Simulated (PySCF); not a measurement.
SMILES c1ccc(cc1)CCC(=O)C (C10H12O), singlet at its GFN2-xTB optimised geometry (Å):

```
23

C     -3.0103    -3.5165    -1.5934
C     -1.5096    -3.6279    -1.5118
O     -0.9341    -4.6834    -1.4389
C     -0.7764    -2.3037    -1.4990
C     -0.5610    -1.8605    -0.0385
C      0.2012    -0.5669     0.0000
C     -0.4689     0.6495    -0.0065
C      0.2335     1.8416    -0.0062
C      1.6177     1.8312    -0.0032
C      2.2948     0.6235     0.0000
C      1.5902    -0.5669     0.0000
H     -3.4744    -4.4806    -1.4038
H     -3.2826    -3.1817    -2.5932
H     -3.3749    -2.7806    -0.8810
H      0.1988    -2.4283    -1.9722
H     -1.3426    -1.5397    -2.0324
H     -1.5296    -1.7377     0.4509
H     -0.0066    -2.6413     0.4853
H     -1.5500     0.6635    -0.0065
H     -0.3007     2.7806    -0.0074
H      2.1669     2.7611    -0.0015
H      3.3749     0.6092     0.0042
H      2.1215    -1.5080     0.0044
```

Calculation: PySCF with B3LYP/def2-SVP. Cells within 0.4 Å of a nucleus heavier than hydrogen are left out (blank, or x).

Map of the Laplacian of the electron density (e/bohr⁵), clipped to [-1.50, 1.50] on the plane z = 0.0 Å:

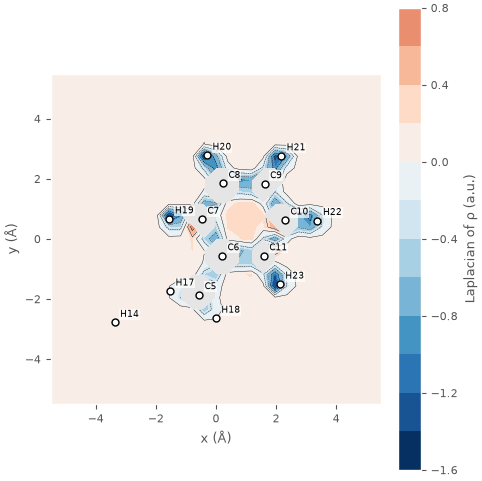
Figure. Laplacian of the electron density (e/bohr⁵), clipped to [-1.50, 1.50] on the plane z = 0.0 Å.
